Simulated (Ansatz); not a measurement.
# BF₃···HCl: what the fields show

```yaml
atoms:
  - { symbol: B, position_ang: [0.0139, -0.4037, -0.4657] }
  - { symbol: Cl, position_ang: [0.0209, 0.1149, 2.5203] }
  - { symbol: F, position_ang: [1.1496, 0.2276, -0.7148] }
  - { symbol: F, position_ang: [-1.1469, 0.1854, -0.7019] }
  - { symbol: F, position_ang: [0.0395, -1.6768, -0.0751] }
  - { symbol: H, position_ang: [0.0432, -1.1766, 2.3879] }
```

All numbers below come from Ansatz 0.2.0, RKS PBE/def2-SVP.

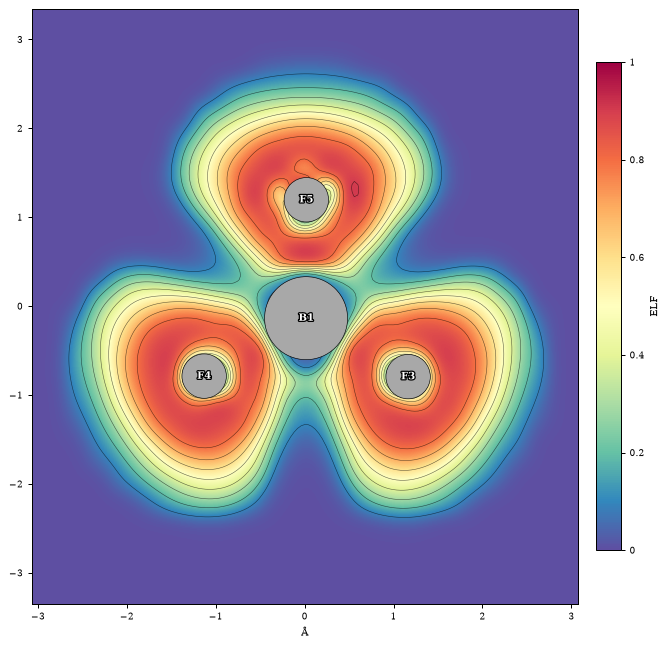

Figure 1. Electron localisation function on the plane of atoms F3, B1 and F5. Grey discs cover the atomic cores.

Q: What do the fields say about this system?

A:
- The section cuts through B and F sites.
- B–F (1.32 Å): the ELF peaks at about 0.85 between the atoms (a polar covalent bond).
- The ELF also peaks beside F3, F4 and F5, away from the bonds: lone-pair regions.

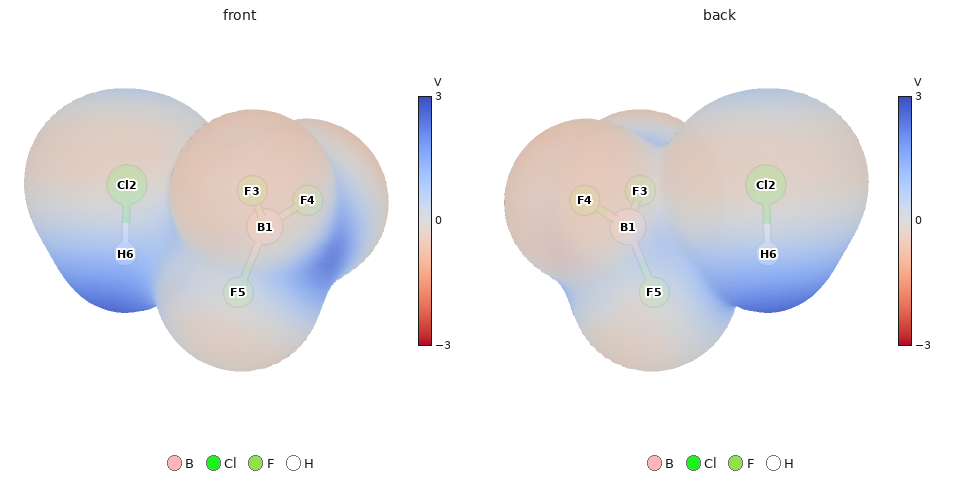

Figure 2. The molecular electrostatic potential painted on the density surface at 0.002 e/bohr³, seen from the front and from behind; the colour scale runs from red (negative) to blue (positive).

Q: Describe the electrostatic potential map.

A: The most negative region (about −0.5 V) lies over F3 and F4, the most positive (about +2.4 V) over H6. Cl2 shows a σ-hole: about +0.5 V at the tip opposite its bond, against about −0.2 V on its flanks.

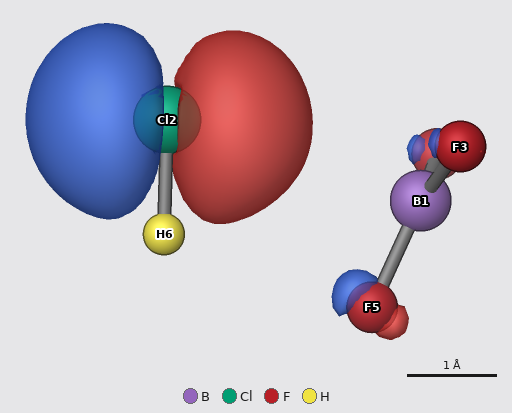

Figure 3. The HOMO−1 at ±0.15 Å⁻³ᐟ² (blue and red are the two phases), seen across its widest extent.

Q: What is the character of this orbital?

A: It lies mainly on Cl2 (about 90 %); largely a lone pair of Cl2. Its energy is −8.12 eV.
